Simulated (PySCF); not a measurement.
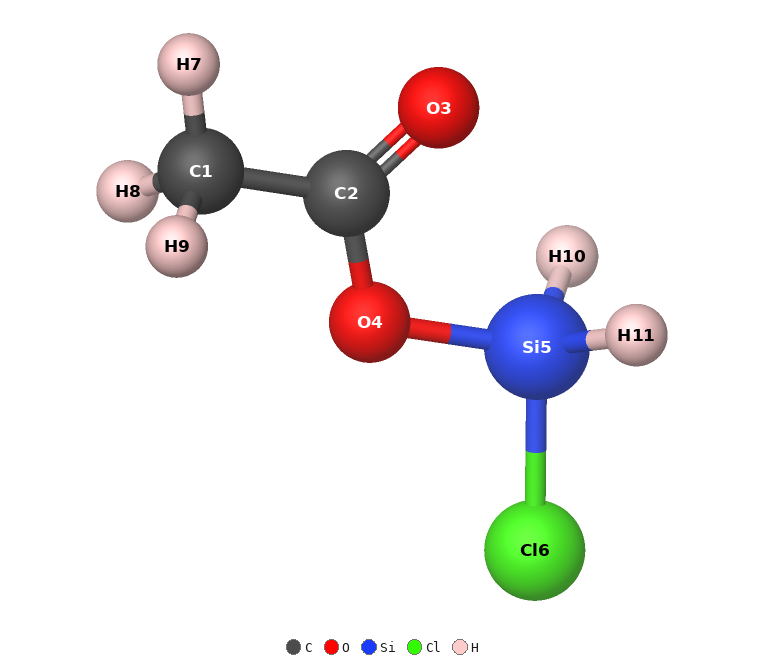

The geometry was computed by an optimisation with PBE0-D3(BJ)/def2-SVP. No frequency run is at hand to confirm it as a minimum. Electric field gradients from the ground-state density, PBE0/6-31G (PySCF 2.14.0), non-relativistic apart from any core potentials.

Give the largest field-gradient component, the quadrupole coupling constant and the asymmetry for 17O at O3 (Q = −25.6 mb), 17O at O4 (Q = −25.6 mb), 35Cl at Cl6 (Q = −81.7 mb).

| atom | V_zz (a.u.) | e²qQ/h (MHz) | η |
| --- | --- | --- | --- |
| O3 | −1.574 | 9.47 | 0.00 |
| O4 | 1.355 | −8.15 | 0.17 |
| Cl6 | 2.386 | −45.8 | 0.10 |
